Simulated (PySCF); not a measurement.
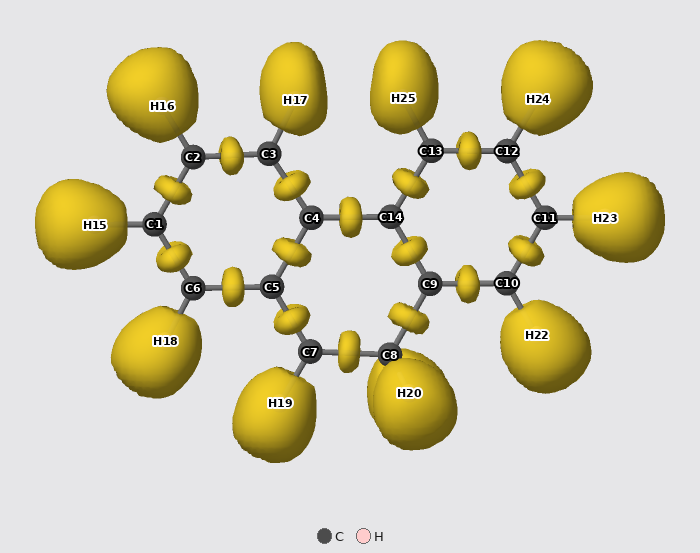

*C$_{14}$H$_{11}$ (SMILES c1ccc2c(c1)[CH+]Cc1ccccc1-2) (charge +1). Isosurface of the electron localisation function at 0.85 (yellow), seen across its widest extent. Core shells and regions of very low density are left out.*

Geometry: PBE0-D3(BJ)/def2-SVP.

Method: PBE0/pcSseg-1, SCF density, gas phase, non-relativistic (PySCF 2.14.0).

Input file:

```
{"job": {"kind": "nmr", "xc": "PBE0", "basis": "pcSseg-1"}, "charge": 1, "multiplicity": 1}
C      3.546293    -0.503229    -0.373524
C      2.783436    -1.695020    -0.344279
C      1.406237    -1.688982    -0.192699
C      0.697671    -0.484194    -0.059882
C      1.476591     0.739433    -0.092847
C      2.902295     0.695889    -0.249519
C      0.842130     1.954686     0.023377
C     -0.598903     2.084967     0.180893
C     -1.390150     0.825974     0.219755
C     -2.776869     0.886253     0.373889
C     -3.529705    -0.278529     0.415889
C     -2.902343    -1.526630     0.303643
C     -1.531572    -1.601357     0.149348
C     -0.742900    -0.430459     0.102785
H      4.629766    -0.550274    -0.493894
H      3.296815    -2.655004    -0.444684
H      0.880635    -2.642595    -0.179168
H      3.454674     1.638347    -0.268085
H      1.439425     2.872422    -0.004199
H     -0.783481     2.698581     1.088737
H     -0.964107     2.761062    -0.621871
H     -3.268954     1.858057     0.462343
H     -4.613548    -0.221563     0.537193
H     -3.496156    -2.441918     0.338181
H     -1.066965    -2.583283     0.064781
```

Command:

```sh
OMP_NUM_THREADS=1 python probes_run.py task.json out
```

Question: Where are the electrons localised?

Answer: At this value the surface marks out 16 regions between bonded C–C atoms (shared pairs) and eleven regions around hydrogen nuclei.

Values along the shortest contacts:
C–C (1.37 Å): the ELF peaks at about 0.95 between the atoms (localised, covalent bonding). C–H (1.09 Å): the ELF climbs to about 1 towards the hydrogen, as it does in any bond to H; an ordinary covalent bond to hydrogen.
